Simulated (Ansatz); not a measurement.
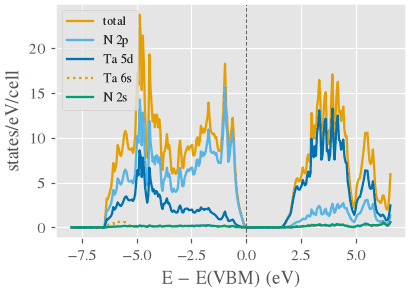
Total and projected density of states of Ta$_{3}$N$_{5}$ in space group Cmcm (No. 63; Pearson symbol oS32), the program Ansatz at the r²SCAN level (PAW)

Task: Which orbitals carry the states next to the gap?

Result: Top 1 eV of the valence band: N 2p 88 %, Ta 5d 8 %. Bottom 1 eV of the conduction band: Ta 5d 84 %, N 2p 11 %. Projections are on Löwdin-orthogonalised atomic valence shells; empty p or d shells of many metals are not among them.

Task: Where is the tallest occupied peak in this window, and what makes it?

Result: Near -4.9 eV, about 24 states/eV per cell; the largest projected share is N 2p.

The first step of the workflow began from a Materials Project structure, measured or hypothetical; the Crystallography Open Database files this formula in space group No. 63, but the cells were not matched. Whether it is the stable phase at ambient conditions was not checked. Symmetry was held in the r²SCAN relaxation; its stability against distortions is not shown here. The run is not spin-polarised. Scalar-relativistic: spin–orbit coupling is off unless named, which matters more the heavier the elements.

Potentials: the later of the program's two PAW sets.
